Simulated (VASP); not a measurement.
Band structure of Li (bcc). These are PBE GGA with D4 dispersion, VASP's PBE PAW potentials (set 64) (plane waves; VASP) values and carry that method's errors.

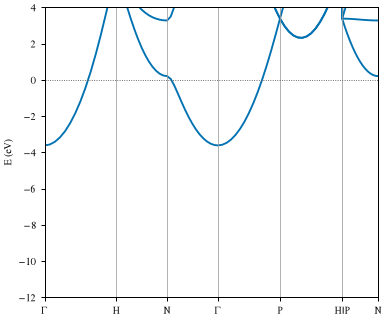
Fig. 1. Bands along high-symmetry lines, zero at the valence-band maximum or, without a gap, the Fermi level

Read the plot: is there a gap, and where are the band edges?

It has no gap at this level: it comes out as a metal or semimetal. (Edges off the drawn lines would not show.)

The compound is Li in the bcc structure. It was relaxed first, which changed the volume by -6 %.
